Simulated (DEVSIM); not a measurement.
Device: abrupt GaAs p-n junction, at 300 K.

```tsv
layer (left to right)	material	thickness (μm)	Nd (cm⁻³)	Na (cm⁻³)	τn (s)	τp (s)
1	GaAs	59.0	-	6.2e16	6.5e-9	6.5e-9
2	GaAs	75.0	1.8e16	-	6.5e-9	6.5e-10
```

Left contact: ohmic. Right contact: ohmic. Voltage is applied to the left contact. Recombination: SRH at mid-gap, radiative. Mobility is μmin + (μ − μmin)/(1 + (N/Nref)^α).

The device is made up for the run: typed textbook-type constants, with dimensions and the other settings drawn at random. Values at 300 K.

| parameter | GaAs |
|---|---|
| gap (eV) | 1.424 |
| affinity (eV) | 4.07 |
| permittivity | 12.9 |
| Nc (cm⁻³) | 4.7e17 |
| Nv (cm⁻³) | 9e18 |
| μn (cm²/Vs) | 8500 |
| μp (cm²/Vs) | 400 |
| μn,min | 500 |
| μp,min | 20 |
| Nref,n | 6e16 |
| Nref,p | 1.5e17 |
| αn | 0.39 |
| αp | 0.38 |
| B (cm³/s) | 2e-10 |

Simulated with DEVSIM: 1D drift-diffusion, Boltzmann statistics, complete ionisation; no tunnelling, impact ionisation, image-force lowering or self-heating.

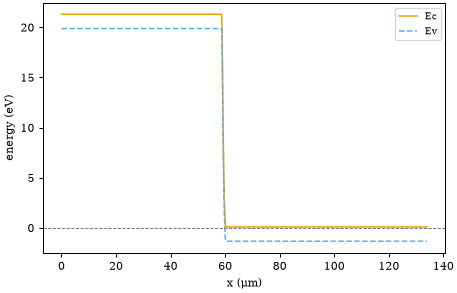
Band edges at -20.0 V on the left contact

Energies count from the Fermi level of the right contact; mesh points crowd at the junctions.

```
x (μm)   Ec (eV)  Ev (eV)  n (cm⁻³)  p (cm⁻³)  field (V/cm)
-------  -------  -------  --------  --------  ------------
0.000     21.295   19.871     < 1e2    6.2e16           ≈ 0
0.06104   21.295   19.871     < 1e2    6.2e16           ≈ 0
0.2772    21.295   19.871     < 1e2    6.2e16           ≈ 0
1.042     21.295   19.871     < 1e2    6.2e16           ≈ 0
5.655     21.295   19.871     < 1e2    6.2e16           ≈ 0
20.09     21.295   19.871     < 1e2    6.2e16           ≈ 0
46.49     21.295   19.871     < 1e2    6.2e16           ≈ 0
56.67     21.295   19.871     < 1e2    6.2e16           ≈ 0
58.36     21.295   19.871     < 1e2    6.2e16           ≈ 0
58.84     20.052   18.628     < 1e2       950       -150000
58.97     17.302   15.878     < 1e2       480       -260000
59.03     15.580   14.156     < 1e2       360       -280000
59.18     11.822   10.398     < 1e2       350       -240000
59.69      2.710    1.286     < 1e2       250       -110000
62.91      0.084   -1.340    1.8e16     < 1e2           ≈ 0
72.92      0.084   -1.340    1.8e16     < 1e2           ≈ 0
104.7      0.084   -1.340    1.8e16     < 1e2           ≈ 0
125.7      0.084   -1.340    1.8e16     < 1e2           ≈ 0
132.5      0.084   -1.340    1.8e16     < 1e2           ≈ 0
133.6      0.084   -1.340    1.8e16     < 1e2           ≈ 0
133.9      0.084   -1.340    1.8e16     < 1e2           ≈ 0
134.0      0.084   -1.340    1.8e16     < 1e2           ≈ 0
```
